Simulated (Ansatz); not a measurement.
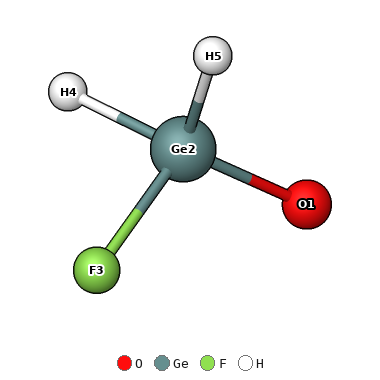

The system is FGeH₂O, SMILES [O-][GeH2][F], charge −1; the picture shows the reference structure. The first coordinate is: bond length O1–Ge2; the second: bond length Ge2–F3. Nothing is relaxed (all other coordinates rigid). The grid has 15 × 15 points. Points are written as (first, second). Energies are in kcal/mol, from the lowest grid point. All numbers below come from RKS PBE0-D4/def2-SVPD (Ansatz).

Its coordinates:

```xyz
5

O    -0.6222    0.0469    1.6799
Ge    0.0310   -0.0510    0.1337
F    -0.8980    0.8669   -1.1476
H     0.0458   -1.4599   -0.5631
H     1.4433    0.5971   -0.1029
```

Range: bond length O1–Ge2 from 1.446 to 2.354 Å; bond length Ge2–F3 from 1.573 to 2.561 Å.

Question: What landscape does the calculation give?

Answer: The lowest grid point is at (1.705 Å, 1.856 Å). It is the only kind of minimum in the scanned range. The highest grid point, (2.354 Å, 2.561 Å), lies 109 kcal/mol above the lowest. Round the minimum the two coordinates are nearly uncoupled.

```
bond length Ge2–F3 ↓, bond length O1–Ge2 →  1.446  1.511  1.576  1.640  1.705  1.770  1.835  1.900  1.965  2.030  2.094  2.159  2.224  2.289  2.354
                                     2.561     69     49     39     35     35     39     45     52     60     68     77     85     93    101    109
                                     2.491     66     46     35     31     32     35     41     48     56     64     73     81     89     97    105
                                     2.420     62     42     32     27     28     31     37     44     52     60     68     77     85     93    100
                                     2.350     59     39     28     23     24     27     33     40     47     56     64     73     81     89     96
                                     2.279     55     35     24     19     20     23     28     35     43     51     60     68     76     84     91
                                     2.209     51     31     20     15     15     19     24     31     39     47     55     63     71     79     87
                                     2.138     48     27     16     11     11     15     20     27     34     42     51     59     67     75     82
                                     2.067     44     24     12      8      8     11     16     23     30     38     46     54     62     70     77
                                     1.997     41     21      9      4      4      7     12     19     26     34     42     50     58     66     73
                                     1.926     39     18      7      2      1      4      9     16     23     31     39     47     55     63     70
                                     1.856     38     17      6      1      0      3      8     14     21     29     37     45     53     61     68
                                     1.785     39     18      6      1      0      3      8     14     21     29     37     45     53     60     67
                                     1.715     43     21      9      4      3      6     10     17     24     31     39     47     55     62     70
                                     1.644     50     28     16     11     10     12     17     23     30     38     45     53     61     68     76
                                     1.573     63     41     29     23     22     24     29     35     42     49     57     65     72     80     87
```

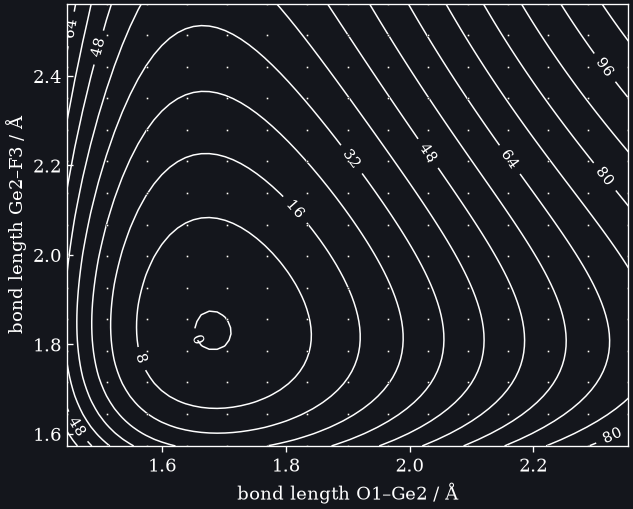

In the figure: contour lines labelled in kcal/mol, dots at the grid points. Between grid points the surface is interpolated.

Time for the 225 points that were run: 13 min on 1 thread of Arm Neoverse V2, on a shared host.
